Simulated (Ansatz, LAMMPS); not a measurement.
# Structural relaxation of amorphous Zn20Hg10Se19S11 (60 atoms), part 3 of 3

Aim: bring amorphous Zn20Hg10Se19S11 (60 atoms) to a nearby minimum of the energy and see what moves.

Ansatz 0.2.0; Kohn-Sham DFT, PBE, PAW (set soft_2, large core), plane waves.

The cell: 20 Zn, 10 Hg, 19 Se and 11 S. The quench rate of 100 K/ps is many orders above laboratory rates. The network of bonds at the start is that of the classical potential that made the cell. Only the Γ point is sampled, in a cell whose shortest periodic width is 11 Å. No spin–orbit coupling is included.

So far. Step 4 (Relaxation): The relaxation changed the energy by -136 meV/atom, and atoms moved by 0.74 Å r.m.s., 2.7 Å at most.

### Step 6. Single point at the relaxed geometry

The electronic structure is read at the final geometry, in a run of its own.

The input, input.yaml:

```yaml
crystal:
  lattice:
    - [11.2355, 0.0, 0.0]
    - [0.0, 11.2355, 0.0]
    - [0.0, 0.0, 11.2355]
  atoms:
    - { symbol: Zn, position: [0.84533, 0.98726, 0.23976] }
    - { symbol: Zn, position: [0.48099, 0.56836, 0.10577] }
    - { symbol: Zn, position: [0.73512, 0.67225, 0.29477] }
    - { symbol: Zn, position: [0.66297, 0.14085, 0.99088] }
    - { symbol: Zn, position: [0.97552, 0.37641, 0.62467] }
    - { symbol: Zn, position: [0.65642, 0.29908, 0.68179] }
    - { symbol: Zn, position: [0.06343, 0.75232, 0.86094] }
    - { symbol: Zn, position: [0.83364, 0.13214, 0.51856] }
    - { symbol: Zn, position: [0.4997, 0.89364, 0.24346] }
    - { symbol: Zn, position: [0.4462, 0.15178, 0.47713] }
    - { symbol: Zn, position: [0.00142, 0.21482, 0.08771] }
    - { symbol: Zn, position: [0.14625, 0.09131, 0.37475] }
    - { symbol: Zn, position: [0.69697, 0.30668, 0.26696] }
    - { symbol: Zn, position: [0.36043, 0.26706, 0.19311] }
    - { symbol: Zn, position: [0.1895, 0.71463, 0.2256] }
    - { symbol: Zn, position: [0.68691, 0.81957, 0.98089] }
    - { symbol: Zn, position: [0.55857, 0.00188, 0.73875] }
    - { symbol: Zn, position: [0.16537, 0.48827, 0.01803] }
    - { symbol: Zn, position: [0.06725, 0.40302, 0.3295] }
    - { symbol: Zn, position: [0.43385, 0.29287, 0.88985] }
    - { symbol: Hg, position: [0.13694, 0.08977, 0.70181] }
    - { symbol: Hg, position: [0.9834, 0.02321, 0.93202] }
    - { symbol: Hg, position: [0.35137, 0.95496, 0.00263] }
    - { symbol: Hg, position: [0.70161, 0.6487, 0.69598] }
    - { symbol: Hg, position: [0.28213, 0.37947, 0.72614] }
    - { symbol: Hg, position: [0.84404, 0.48612, 0.99534] }
    - { symbol: Hg, position: [0.28199, 0.86032, 0.57399] }
    - { symbol: Hg, position: [0.44643, 0.54864, 0.47034] }
    - { symbol: Hg, position: [0.98274, 0.66617, 0.49861] }
    - { symbol: Hg, position: [0.37953, 0.69752, 0.80398] }
    - { symbol: Se, position: [0.50346, 0.81407, 0.64524] }
    - { symbol: Se, position: [0.49742, 0.32387, 0.35341] }
    - { symbol: Se, position: [0.39734, 0.67722, 0.28345] }
    - { symbol: Se, position: [0.77171, 0.43541, 0.54211] }
    - { symbol: Se, position: [0.36432, 0.09375, 0.81493] }
    - { symbol: Se, position: [0.126, 0.49242, 0.52162] }
    - { symbol: Se, position: [0.91862, 0.19127, 0.70796] }
    - { symbol: Se, position: [0.48989, 0.09429, 0.13157] }
    - { symbol: Se, position: [0.07388, 0.85757, 0.67047] }
    - { symbol: Se, position: [0.77867, 0.7576, 0.48437] }
    - { symbol: Se, position: [0.04387, 0.56499, 0.18711] }
    - { symbol: Se, position: [0.5153, 0.4904, 0.6812] }
    - { symbol: Se, position: [0.95972, 0.98646, 0.42219] }
    - { symbol: Se, position: [0.68619, 0.5058, 0.16857] }
    - { symbol: Se, position: [0.07053, 0.91036, 0.19962] }
    - { symbol: Se, position: [0.34858, 0.97896, 0.38077] }
    - { symbol: Se, position: [0.24364, 0.21884, 0.53541] }
    - { symbol: Se, position: [0.01851, 0.35304, 0.92672] }
    - { symbol: Se, position: [0.84813, 0.69493, 0.88174] }
    - { symbol: S, position: [0.35799, 0.41205, 0.04522] }
    - { symbol: S, position: [0.19044, 0.5926, 0.83799] }
    - { symbol: S, position: [0.17164, 0.82546, 0.03741] }
    - { symbol: S, position: [0.63753, 0.31802, 0.8871] }
    - { symbol: S, position: [0.49745, 0.74128, 0.99575] }
    - { symbol: S, position: [0.1507, 0.23971, 0.2313] }
    - { symbol: S, position: [0.69905, 0.85009, 0.19242] }
    - { symbol: S, position: [0.80611, 0.16837, 0.14626] }
    - { symbol: S, position: [0.71563, 0.98765, 0.87055] }
    - { symbol: S, position: [0.62563, 0.12273, 0.57805] }
    - { symbol: S, position: [0.85813, 0.3138, 0.40205] }
kpoints:
  mp_grid: { grid: [1, 1, 1] }
hamiltonian:
  xc: pbe
  pseudopotentials: { kind: paw, core: large }
scf:
  occupations: { method: gaussian, width: 0.025 }
output:
  forces: true
  stress: true
  populations: true
  dos:
    method: { smearing: { sigma: 0.1 } }
    de: 0.1
    projected: { site_lists: { Hg: [Hg], S: [S], Se: [Se], Zn: [Zn] } }
  eigenvalues: true
  write_density: true
  write_potential: true
  volumetric_format: npy
  elf: true
```

On the command line:

```console
> ansatz run input.yaml --threads 4 --pin off --max-ram 8192MiB --backend cpu --events-out ev --progress --plain --runs-dir out
```

Numbers of over 12 decimals in the logs are rounded to 6 here.

What it wrote:

```text
[...]
Crystal: 60 atoms, lattice volume = 1418.330 Å³
Basis set: ecut = 420 eV, 27633 PW (Γ), exchange–correlation on 160×160×160 points (8 copies of the dense FFT grid, shifted against one another)
Bands: 330, of which v1, the nominal top of the filled ones, is band 270 counted from 1 (269 counted from 0)
Symmetry: 1 space group operations
[...]
k-points: 1
[...]
SCF iter   1: F=—  HF=-235407.903510 eV  |F-HF|=—  |Δ(HF+E_count)|=         —  Δρ=3.67e-2  dr2=3.33e1  ethr=3.10e-3  ⟨swp⟩=8.0  Hψ=1581  notcnv=0  defer=37
[...]
SCF iter  13: F=-235399.779196 eV  HF=-235399.779196 eV  |F-HF|=1.06e-7  |Δ(HF+E_count)|=   6.98e-7  Δρ=1.96e-6  dr2=9.96e-8  ethr=1.85e-11  ⟨swp⟩=19.0  Hψ=3688  notcnv=0
SCF 1 converged in 13 iterations: F = -235399.779196 eV  dr2 = 9.96e-8
[...]
SCF converged after 13 iterations
Free energy (F): -235399.779196 eV
[...]
Internal energy: -235399.779196 eV  (E = F + TS)
E sigma→0 (E₀):  -235399.779196 eV
Fermi energy:    6.619069 eV
[...]
--- Forces (eV/Å), atoms counted from 1 ---
  atom   1  Zn    -0.00062253     0.00729287    -0.00433102
  atom   2  Zn    -0.00161121    -0.00494451     0.00043785
  atom   3  Zn     0.00099751    -0.00547583    -0.00394574
  atom   4  Zn     0.00184858    -0.00038683     0.00606298
  atom   5  Zn    -0.00600623    -0.01429280     0.01504729
  atom   6  Zn     0.00749666     0.00537621    -0.00630124
  atom   7  Zn     0.00212814    -0.00036630     0.00570262
  atom   8  Zn     0.00022093     0.00321553     0.00278595
  atom   9  Zn     0.00247567     0.00388027    -0.00353552
  atom  10  Zn     0.00147884    -0.00522367     0.00522976
  atom  11  Zn    -0.00250548    -0.00071459     0.00674471
  atom  12  Zn    -0.00358247     0.00338628    -0.00114307
  atom  13  Zn    -0.00376604     0.00384216     0.00210441
  atom  14  Zn    -0.00028487    -0.00065452    -0.00446594
[...]
atom  59  S     -0.00368568    -0.00183639    -0.00096170
  atom  60  S      0.01015640     0.00219119     0.00426320
  max |Σ_I F_I| component: 4.97e-5 eV/Å
--- Stress (GPa, compression-positive) ---
        0.014067      -0.224772       0.597329
       -0.224772       3.181362      -0.293965
        0.597329      -0.293965       3.057018
  P = ⅓ Tr σ = 2.0841 GPa (20.841 kbar)
--- Band table (eV) ---
[...]
--- Löwdin populations: 60 sites ---
  site symbol       q [e]
     0     Zn     10.7618
     1     Zn     10.7423
     2     Zn     10.8010
[...]
59      S      6.6390
  spilling = 0.011108 (of n_electrons = 540.000000)
```

The job ended after 10 s (4 threads of AMD EPYC 9R45, shared host; peak memory 1.8 GiB).

Numbers from this run:

| Property | Result |
| --- | --- |
| free energy | -235399.7792 eV |
| free energy per atom | -3923.3297 eV/atom |
| SCF cycles | 13 |
| pressure | 2.084 GPa |
| r.m.s. force component | 0.00632 eV/Å |
| longest force | 0.02636 eV/Å |
| Fermi energy | 6.619 eV |
| gap (highest filled to lowest empty level) | 0.9988 eV |
| spilling of the projection | 0.01111 |

Löwdin charges by element (they lack the spilled electrons, 0.100 e an atom on average):

```
element  coordination  atoms  mean charge (e)  spread  least    most
     Hg           all     10            0.870   0.234  0.299    1.04
      S           all     11           -0.970   0.163  -1.08  -0.620
     Se           all     19           -0.872   0.132  -1.04  -0.520
     Zn           all     20             1.23  0.0291   1.16    1.26
```

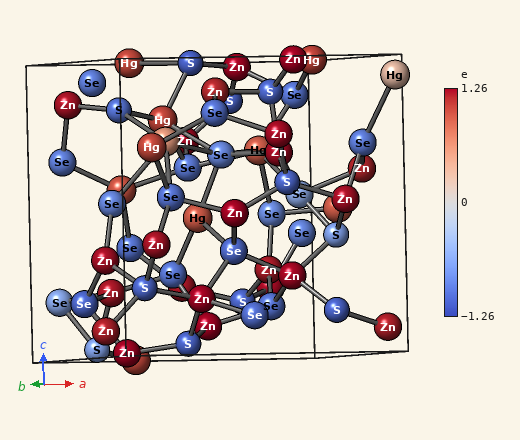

Atoms coloured by Löwdin charge. Bonds to atoms that aren't drawn are left out. Some periodic images of atoms are drawn too.

States in the cell by windows of 1 eV, zero at the Fermi level; the larger projections on atomic orbitals stand beside the total:

```
from (eV)  to (eV)  total   Zn d  Se p  Hg d   S p  Zn s
      -10       -8    0.0    0.0   0.0   0.0   0.0   0.0
       -8       -7  180.0  123.0   7.0  41.7   5.3   1.3
       -7       -6  120.1   65.4   2.1  48.8   1.3   0.7
       -6       -5   32.3    3.4   8.6   3.4   7.1   4.7
       -5       -4   25.6    1.7   8.7   1.4   6.5   3.0
       -4       -3   32.9    1.4  16.0   0.9  10.4   1.1
       -3       -2   40.5    1.6  21.3   1.0  13.1   0.6
       -2       -1   38.3    1.3  22.5   0.9  10.4   0.4
       -1        0   10.5    0.2   7.0   0.3   1.4   0.3
        0        1    6.5    0.0   2.3   0.1   0.6   0.5
        1        2   18.9    0.1   5.4   0.2   1.8   3.1
        2        3   23.2    0.1   3.9   0.1   1.9   6.6
        3        4   31.5    0.1   2.7   0.1   1.9   5.9
```

Between -16 and -10 eV lie 60 more states.

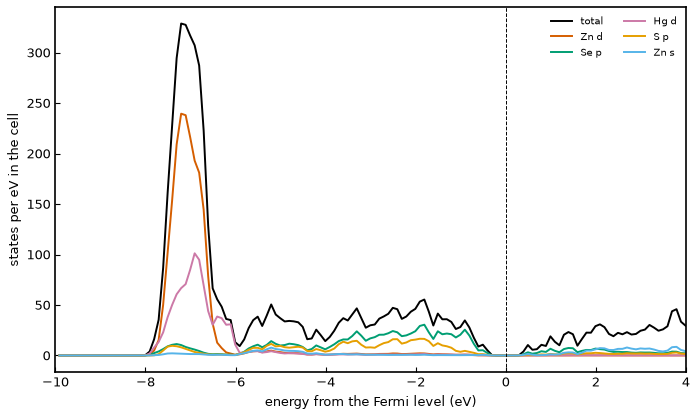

Total and projected density of states, with the broadening of the input.

The levels nearest the highest filled one (over half full), pooled over k-points and spins:

```
level less the highest filled one (eV)  occupation
                                -0.454           2
                                -0.421           2
                                 -0.37           2
                                -0.296           2
                                -0.208           2
                                     0           2
                                 0.999           0
                                  1.27           0
                                  1.49           0
                                  1.54           0
                                  1.77           0
                                  1.83           0
```

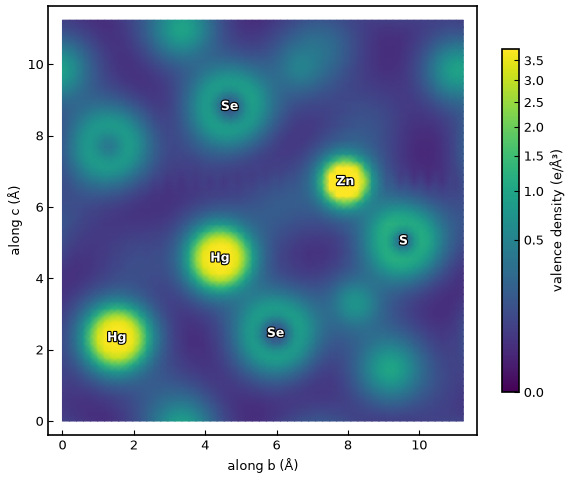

Valence density in the bc plane at fractional x = 0.364, with atoms of Zn and Hg and Se and S within 0.2 Å of it. It is the smooth field of the valence electrons, not physical close to the nuclei. The map starts off the cell's origin, so that atoms lie inside it. The colour scale is stretched toward low values.

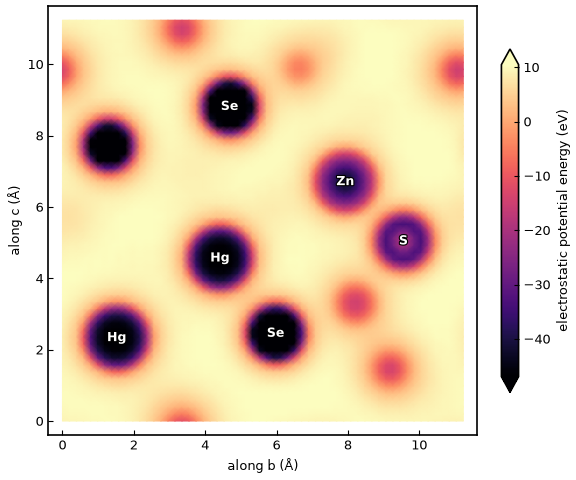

Electrostatic potential energy in the bc plane at fractional x = 0.364, with atoms of Zn and Hg and Se and S within 0.2 Å of it. With pseudopotentials it is smooth inside the atoms' cores, unlike the true potential. The map starts off the cell's origin, so that atoms lie inside it.

Mean Löwdin charges: Hg +0.87, S -0.97, Se -0.87, Zn +1.23 e (they miss 1.1 % of the electrons, so they add up to more than the cell's charge). The largest share in the top eV of filled states is Se p (68 % of the projected weight), and in the lowest eV of empty states Se p (40 % of the projected weight).

Local excerpt of 13 atoms (numbers count through the whole input) about Hg22, whose charge lies farthest from its element's mean; x, y, z are measured from there.

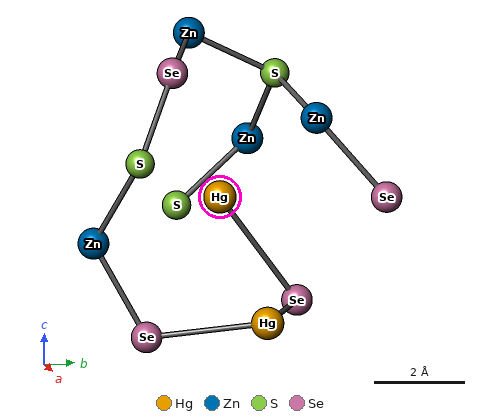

The atoms of the table, within 3.9 Å (arrows a, b, c point along x, y, z); some may hide others; the central atom is ringed.

```
atom      x      y      z  distance (Å)  Löwdin charge (e)
Hg22   0.00   0.00   0.00          0.00               0.30
Zn11   0.20   2.15   1.75          2.78               1.19
 S58  -3.01  -0.40  -0.69          3.11              -1.06
Hg21   1.73   0.75  -2.59          3.20               1.02
Se37  -0.73   1.89  -2.52          3.23              -0.90
 Zn7   0.90  -3.04  -0.80          3.27               1.22
 S52   2.11  -2.22   1.18          3.29              -0.62
Se45   0.98  -1.27   3.01          3.41              -0.56
 S57  -1.99   1.63   2.41          3.52              -1.06
Se39   1.02  -1.86  -2.94          3.62              -0.87
Se48   0.39   3.71  -0.06          3.73              -0.89
 Zn1  -1.55  -0.40   3.46          3.81               1.24
 Zn4  -3.60   1.32   0.66          3.89               1.26
```

### Step 7. Results

| Property | Result |
| --- | --- |
| energy change in the relaxation | -135.6 meV/atom |
| r.m.s. displacement | 0.738 Å |
| largest displacement | 2.729 Å |
| free energy per atom | -3923.3297 eV/atom |
| pressure | 2.084 GPa |
| r.m.s. force component | 0.00632 eV/Å |
| gap (highest filled to lowest empty level) | 0.9988 eV |
| wall time of the 3 DFT runs | 3.4 min |

What this shows: Relaxation lowers the energy by 136 meV/atom and moves atoms by 0.74 Å r.m.s.; the r.m.s. force component goes from 0.65 to 0.0063 eV/Å, the pressure goes from 2.1 to 2.1 GPa, and the gap from 0.163 to 0.999 eV. First to last step the energy falls by 8.136 eV; the largest move, 2.73 Å, is that of Hg24. The highest filled and lowest empty levels differ by 0.999 eV (at Γ alone); a semilocal functional tends to put such gaps too low. In a disordered cell it changes from sample to sample, and tail or defect levels can set it.

**Limits.** The starting topology of bonds comes from the classical model; in DFT atoms moved by 0.74 Å r.m.s. The stress is far from hydrostatic: its diagonal is 0.0, 3.2, 3.1 GPa, compression counted positive. The pressure of 2.1 GPa means that a free cell would grow at this level.

[Logs are printed without paths, hosts, clocks, repeated set-up lines and the standing remarks that a program may print on its own settings, such as how far it seeks lower states.]

[Hosts, paths, dates, database ids (printed as entryN), source tags and the programs' standing remarks are cut or masked in the printed files.]
